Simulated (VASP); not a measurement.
Band structure of NiSb (NiAs type). These are PBEsol GGA with spin-orbit coupling, VASP's PBE PAW potentials (set 64) (plane waves; VASP) values and carry that method's errors.

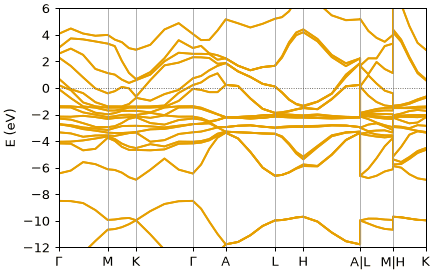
Fig. 1. Bands along high-symmetry lines, zero at the valence-band maximum or, without a gap, the Fermi level

Task: Read the plot: is there a gap, and where are the band edges?

Result: It has no gap at this level: it comes out as a metal or semimetal.

The compound is NiSb in the NiAs type structure. It was relaxed first.
